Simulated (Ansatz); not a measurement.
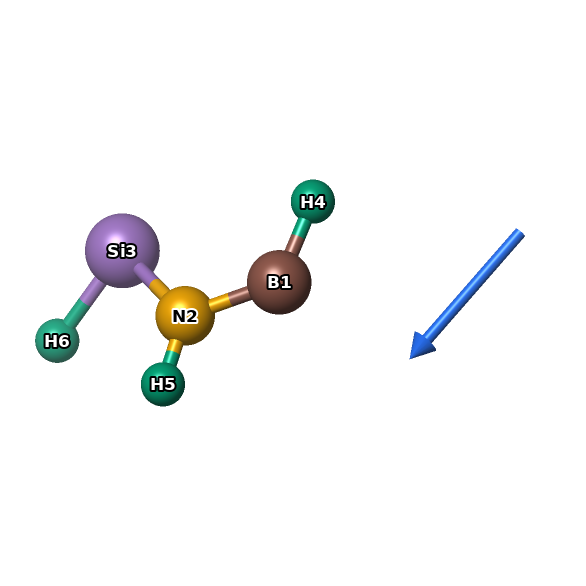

The arrow beside the molecule shows the direction of the dipole moment, from the negative to the positive end (its length means nothing). State: neutral, doublet. Computed geometry: PBE-D4/def2-SVP optimisation. No frequency run is at hand to confirm it as a minimum. Level of theory: UKS PBE-D4/def2-SVP (Ansatz 0.2.0).

How large is the dipole moment?

1.50 D; it points from the side of H4 to the side of H5, H6 (the outermost atoms at the two ends).
